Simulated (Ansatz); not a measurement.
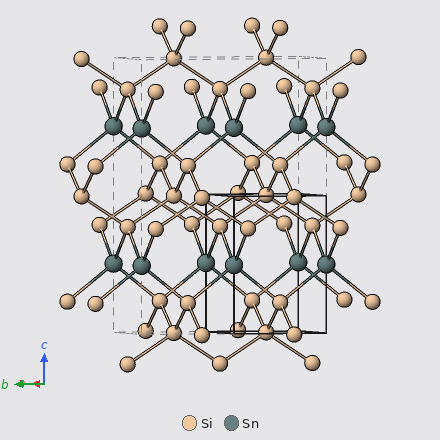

Si₃Sn (space group P-4m2, No. 115). Coordinates: the end point of a relaxation with Ansatz, DFT, r2SCAN, plane waves, PAW; the starting structure was generated, so it need not be a known form of this composition.

Bonds are taken as Si–Si below 2.7 Å and Si–Sn below 2.9 Å; no other contact counts. Atoms with one bond or none are removed and atoms with two bonds are replaced by edges, until no such atom is left.

What kind of net remains, and which atoms are its nodes?

A uninodal 4-connected, three-periodic net: Si and Sn are 4-connected nodes.

Which named net is it?

It is the dia net, known from diamond, zinc blende and cristobalite.

Is the net interpenetrated?

It is a single net, without interpenetration.

Give the first four terms of the coordination sequence (nodes one, two, three … edges away).

Si and Sn: 4, 12, 24, 42.

Give the point symbol of each node (shortest cycle at each angle).

Si and Sn: 6⁶.

The simplified net, drawn on the atoms' positions. Nodes are coloured by element. Short stubs are edges that leave the cut-out.

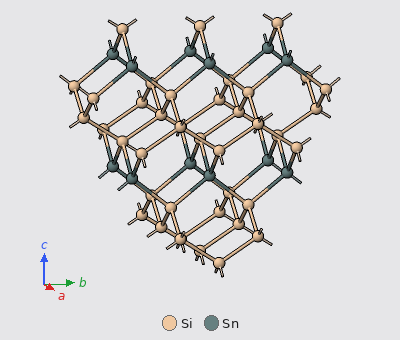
